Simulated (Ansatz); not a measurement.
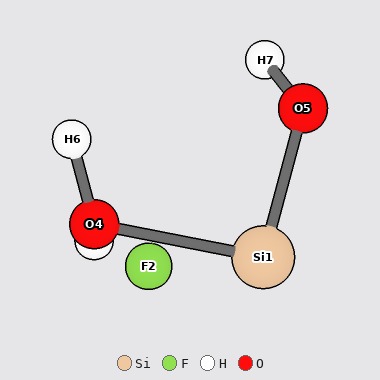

The system is the reacting system FH3O2Si (fragments FHOSi + H₂O where the first distance is long, H₂O₂Si + FH where the second is long); the picture shows the reference structure. Coordinates scanned: (1) distance F2–H3 (bond that forms); (2) distance Si1–F2 (bond that breaks). Relaxed at each point: all other coordinates. Grid: 13 × 13 points. Points are written as (first, second). Energies: eV, counted from a guessed transition structure relaxed with its forming and breaking bonds held. Energies and slopes of some neighbouring points disagree (a jump in structure or state, or too coarse a mesh). The reference is spin-restricted, so regions where a bond is pulled apart into radicals lie too high. Theory: Ansatz 0.2.0, RHF/def2-SVP.

Its coordinates:

```yaml
atoms:
  - { symbol: Si, position_ang: [0.7190, -0.4331, 0.8944] }
  - { symbol: F, position_ang: [0.6652, -0.9570, -1.0354] }
  - { symbol: H, position_ang: [-0.4275, -0.8311, -0.5375] }
  - { symbol: O, position_ang: [-1.0590, -0.6231, 0.3136] }
  - { symbol: O, position_ang: [0.8677, 1.1721, 0.5306] }
  - { symbol: H, position_ang: [-1.5754, 0.1639, 0.1869] }
  - { symbol: H, position_ang: [0.8101, 1.5082, -0.3526] }
```

Range: distance F2–H3 (bond that forms) from 0.819 to 2.319 Å; distance Si1–F2 (bond that breaks) from 1.539 to 2.739 Å.

### Predict the map.

The lowest grid point is at (2.319 Å, 1.667 Å), −1.34 eV from a guessed transition structure relaxed with its forming and breaking bonds held. It lies in a valley that leaves the map towards separated partners. The energy also falls towards the edge at (0.886 Å, 2.739 Å) (0.61 eV above the lowest), where a further well may lie outside the range. The highest grid point, (0.819 Å, 1.539 Å), lies 3.73 eV above the lowest.

```tsv
second ↓, first →	0.819	0.886	0.979	1.084	1.199	1.321	1.450	1.584	1.723	1.866	2.013	2.164	2.319
2.739	−0.42	−0.73	−0.64	−0.07	0.39	0.64	0.81	0.94	0.66	0.62	0.61	0.60	−0.55
2.615	−0.38	−0.70	−0.60	−0.06	0.35	0.59	0.74	0.86	0.97	1.08	0.68	0.67	−0.50
2.494	−0.33	−0.66	−0.56	−0.05	0.30	0.48	0.60	0.69	0.79	0.88	0.98	1.06	−0.44
2.377	−0.28	−0.60	−0.52	−0.04	0.23	0.35	0.41	0.47	0.54	0.62	0.69	0.77	−0.37
2.262	−0.20	−0.53	−0.46	−0.04	0.14	0.19	0.20	0.22	0.25	0.30	0.36	0.42	0.48
2.151	−0.10	−0.44	−0.39	−0.04	0.04	0.01	−0.04	−0.06	−0.06	−0.03	0.00	0.05	0.09
2.044	0.04	−0.32	−0.29	−0.04	−0.06	−0.17	−0.28	−0.34	−0.37	−0.38	−0.36	−0.33	−0.30
1.941	0.22	−0.15	−0.16	−0.02	−0.15	−0.34	−0.50	−0.61	−0.68	−0.70	−0.71	−0.70	−0.68
1.843	0.47	0.08	0.02	0.04	−0.20	−0.46	−0.68	−0.83	−0.93	−0.98	−1.01	−1.01	−1.01
1.751	0.81	0.40	0.29	0.18	−0.17	−0.51	−0.78	−0.97	−1.09	−1.17	−1.21	−1.24	−1.24
1.667	1.27	0.84	0.66	0.42	−0.03	−0.44	−0.77	−0.99	−1.14	−1.23	−1.29	−1.32	−1.34
1.593	1.83	1.39	1.14	0.77	0.23	−0.56	−0.90	−1.11	−1.04	−1.14	−1.21	−1.26	−1.28
1.539	2.39	1.93	1.80	0.91	0.19	−0.34	−0.70	−0.92	−0.85	−0.95	−1.03	−1.08	−1.11
```

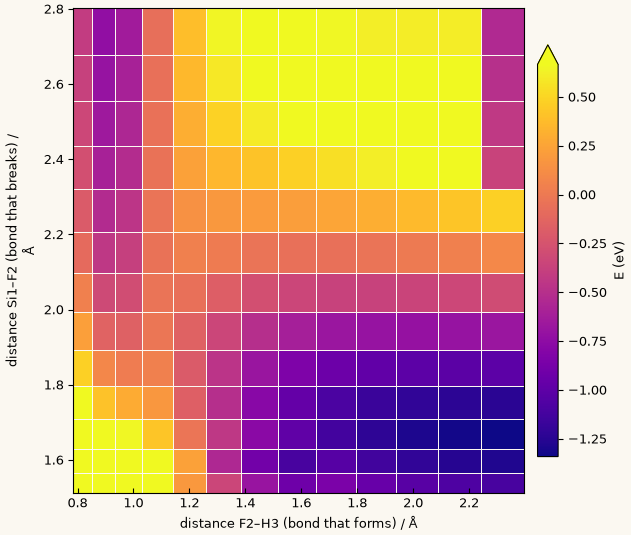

Drawn: one coloured cell a grid point, one colour for all values above the top of the scale.

The whole map (169 points run) took 26 min on 1 thread of Arm Neoverse V1 (shared host).
